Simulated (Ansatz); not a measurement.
SeF (SMILES F[Se]) (doublet)

```json
{"atom": "F", "x (Å)": "0.0000", "y (Å)": "0.0000", "z (Å)": "0.0350"}
{"atom": "Se", "x (Å)": "0.0000", "y (Å)": "0.0000", "z (Å)": "1.7726"}
```

Geometry: PBE0-D4/def2-TZVP.

The calculation used Ansatz 0.2.0, UKS PBE0-D4/def2-TZVPP.

What will maps of the electron density, electron localisation function and spin density show?

Answer. Se–F (1.74 Å): ρ is about 1.1 e/Å³ halfway; the ELF peaks at about 0.80 in the valence shell of F, 0.6 Å from its nucleus, and is about 0.45 at the midpoint.
The unpaired spin (1 electron) lies mostly on Se2 (about 0.9) and F1 (about 0.1), in electrons by Hirshfeld's partition.

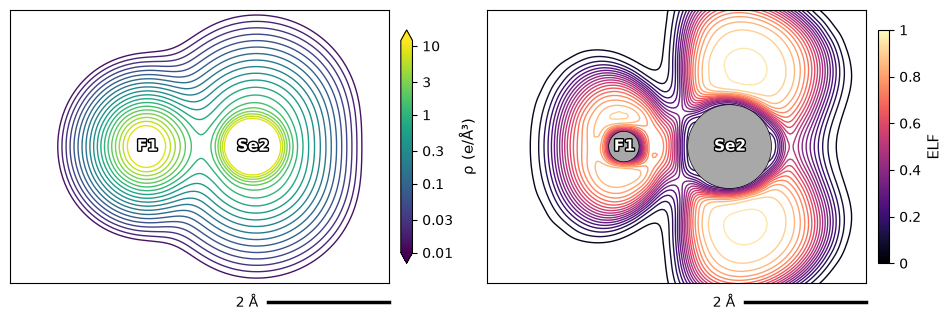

Computed electron density and electron localisation function on a plane that holds the molecular axis, in this order. Grey discs cover the atomic cores in the ELF map. 
